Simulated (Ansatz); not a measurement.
Base system: InSe in the beta-GaS type structure (space group P6_3/mmc, No. 194; a = 4.016 Å, c = 16.926 Å; layered, stacked along the Cartesian z axis). Axes: x lies along a and z along c of the hexagonal cell.

One thing is altered: the cell is compressed by 3.67 % along z with no lateral relaxation; the atoms relax in the strained cell.

Method: plane-wave PAW DFT at the r2SCAN+rVV10 level (Ansatz, a first-principles code, 500 eV), no spin-orbit coupling, earlier PAW set.

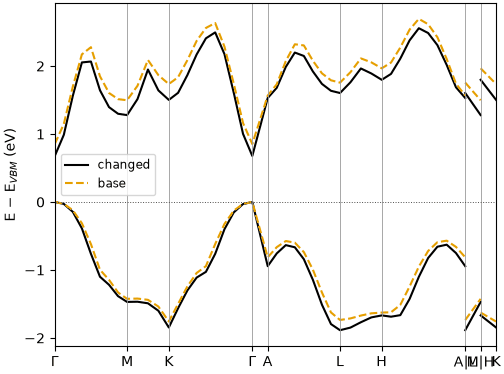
*Highest valence and lowest conduction band along the path, each from its own valence-band maximum*

Task: Read the changed gap and its character from the plot.

Result: About 0.7 eV, direct at Γ.

Whether these cells are dynamically stable was not tested.
